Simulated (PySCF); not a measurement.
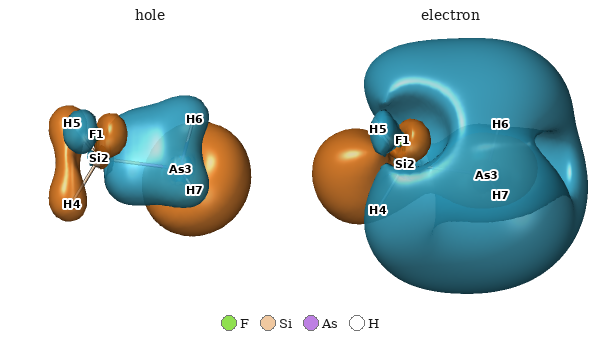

Figure 1: AsFH4Si, SMILES `F[SiH2][AsH2]`. Leading natural transition orbital pair of T₄ (full linear response triplet states); the surfaces enclose about 85 % of each orbital's density.

PySCF calculation, B3LYP/def2-SVPD, gas phase; geometry: GFN2-xTB. No frequency check shows the geometry to be a minimum. GFN2-xTB bond lengths at metals and heavier atoms can be off by up to 0.1 Å and shapes distorted, which carries into these values.

**Where does the state lie, and where do hole and electron sit?**

6.38 eV (194 nm), spin-forbidden from the singlet ground state, partly diffuse acceptor orbital; the leading pair carries 97 %; hole on As3 (67 %), Si2 (15 %) and F1 (6 %), electron on As3 (38 %), Si2 (24 %) and H6 and H7 (12 % each) (atom shares of so diffuse an orbital are rough); their centroids lie 0.5 Å apart. In canonical orbitals it is mainly HOMO → LUMO+3 (68 %). The HOMO–LUMO gap is 7.17 eV.

Cost of the run: 8.6 min on 1 thread of Intel(R) Xeon(R) Processor @ 2.50GHz (Skylake/Cascade Lake), on a shared host, peak memory 0.7 GiB.
